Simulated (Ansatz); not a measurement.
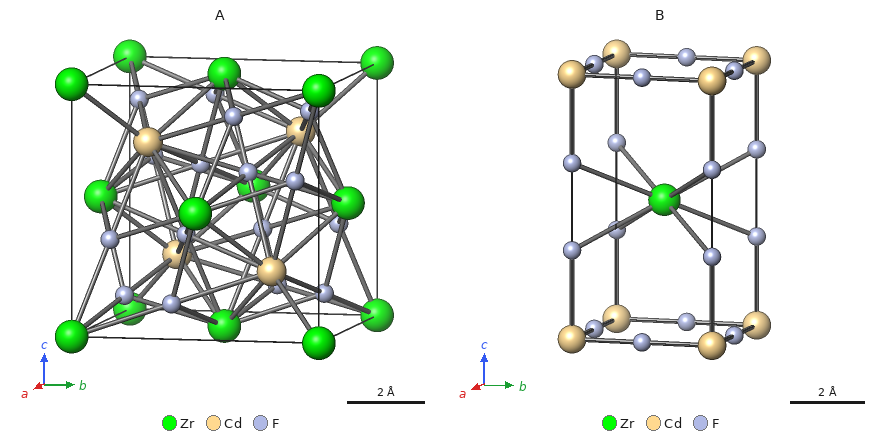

Two structures of ZrCdF4, each relaxed to rest (conventional cells in solid outline, small ones repeated, not to one scale). Method: DFT PBE, scalar-relativistic, plane waves, PAW (Ansatz), without spin polarisation.

What are A and B?

Answer. A: 24 atoms a cell on a face-centred cubic lattice, F-43m. B: 6 atoms a cell on a primitive tetragonal lattice, P4/mmm.

Which has the lower energy, and by how much?

Answer. B is lower, by 44 meV/atom at this level of theory (energies at zero smearing). Volumes: A 12.2, B 19.4 Å³/atom.

One or both may be structure types tried for this composition rather than known phases.
